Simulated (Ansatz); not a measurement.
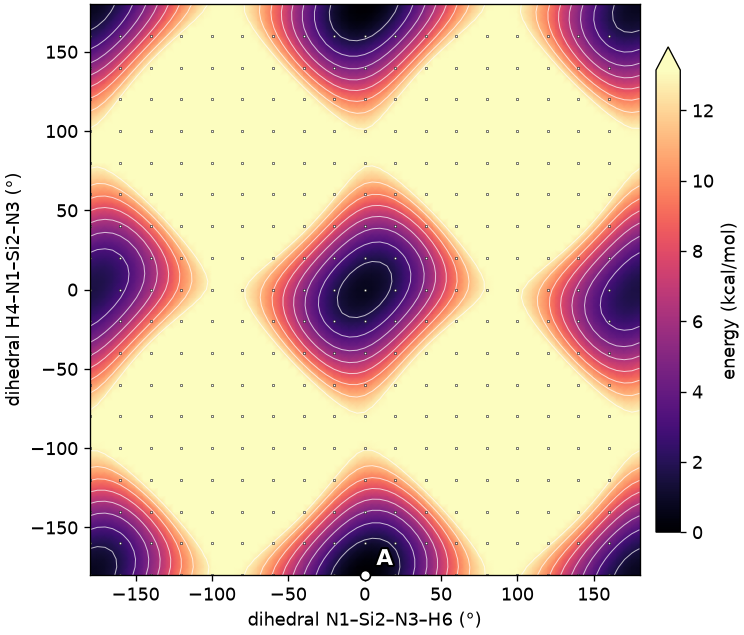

H4N2Si, SMILES N[Si]N. The first coordinate is: dihedral N1–Si2–N3–H6; the second: dihedral H4–N1–Si2–N3. Nothing is relaxed (all other coordinates rigid). Grid: 18 × 18 points; 135 points were computed and 189 follow by symmetry. Points are written as (first, second). Energies are in kcal/mol, from the lowest grid point. All numbers below come from RKS PBE-D4/def2-TZVP in Ansatz 0.2.0.

The picture shows a smooth colour map with a few white contour lines, dots at the grid points, one colour for all values above the top of the scale, the well A. Between grid points the surface is interpolated.

### Where is the minimum, and how stiff is the well along each coordinate? Take the well at A.

The interpolated minimum is at dihedral N1–Si2–N3–H6 ≈ 0°, dihedral H4–N1–Si2–N3 ≈ −180°. The curvatures there are about 0.95 eV/rad² and 0.95 eV/rad², with a cross term of about −0.32 eV/rad². Round the minimum the valley is somewhat tilted: raising dihedral N1–Si2–N3–H6 shifts the best value of dihedral H4–N1–Si2–N3 upwards (coupling k₁₂/√(k₁₁k₂₂) about −0.3). (1 eV is 23.1 kcal/mol.)
